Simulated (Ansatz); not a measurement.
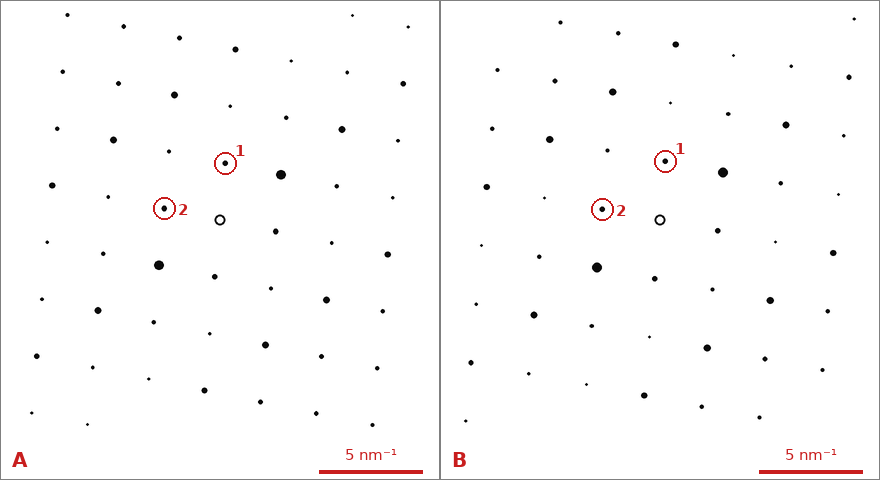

Kinematic electron diffraction patterns (300 kV, B = 0.5 Å², same scale) along [010] of the run's own cell, for the start and the end of one relaxation of GeSb2 with DFT PBE, scalar-relativistic, plane waves, PAW (Ansatz 0.2.0). k mesh 18×18×18. The start is a generated model structure, and the relaxation ends in the nearest stationary point of its symmetry, not necessarily the ground state. Spot 1 is -1 0 0 and spot 2 is -1 0 1 in both.

Start structure:

```
Ge Sb
1.0
    -1.91094    1.91094    5.36332
     1.91094   -1.91094    5.36332
     1.91094    1.91094   -5.36332
Ge Sb
1 2
Direct
  0.00000 0.00000 0.00000
  0.63638 0.63638 0.00000
  0.36362 0.36362 0.00000
```

Which pattern belongs to the start structure, and which to the relaxed one?

Answer. A is the start: its cell gives d(1) = 3.600 Å, d(2) = 3.600 Å and an angle of 83.5°. B is the relaxed structure, with d(1) = 3.497 Å (-2.9 %), d(2) = 3.497 Å (-2.9 %) and 84.4°.

What did the relaxation do to the structure and the energy?

Answer. The volume changed by -3.2 % to 25.27 Å³ an atom; with the mean shift removed, the atoms moved by up to 0.06 Å relative to the cell (Sb most); the space group stayed I4/mmm (No. 139); the free energy fell by 6.8 meV an atom. Relaxed cell: a = 6.168 Å, b = 6.168 Å, c = 6.168 Å, α = 145.27°, β = 145.27°, γ = 49.93°.
